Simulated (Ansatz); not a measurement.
SrO (rock salt), conventional cell a = 5.1950 Å, b = 5.1950 Å, c = 5.1950 Å, α = 90.00°, β = 90.00°, γ = 90.00°. The calculation uses the primitive cell of 2 atoms, to which meshes and values per cell refer.

Equation-of-state scan: isotropic scaling of the cell above, V₀ being its volume. Symmetry pins the atoms to their sites.

The numbers are results of PBE (plane waves to 420 eV, PAW, scalar-relativistic; Ansatz, a first-principles code), not measurements. k mesh 11×11×11 (Γ-centred), Fermi-Dirac smearing 0.05 eV. Energies are smeared free energies. SrO was relaxed with its symmetry unable to fall. The zero of ΔE is the relaxed starting cell.

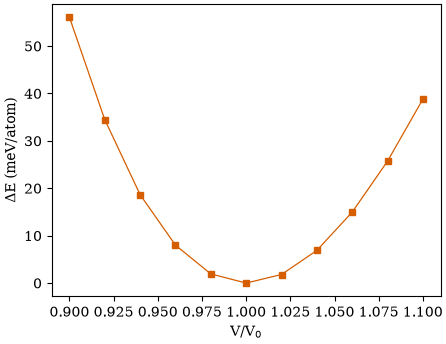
Fig. 1. ΔE (meV/atom) against V/V₀; markers are the computed points, lines only join them.

What is ΔE at V/V₀ = 0.900?

About 56 meV/atom.

What is ΔE at V/V₀ = 1.100?

About 39 meV/atom.

What bulk modulus B₀ follows from a third-order Birch-Murnaghan fit?

About 85 GPa.

(A scan under strain: stresses follow from slopes of the energy per volume, elastic moduli from its curvatures.)
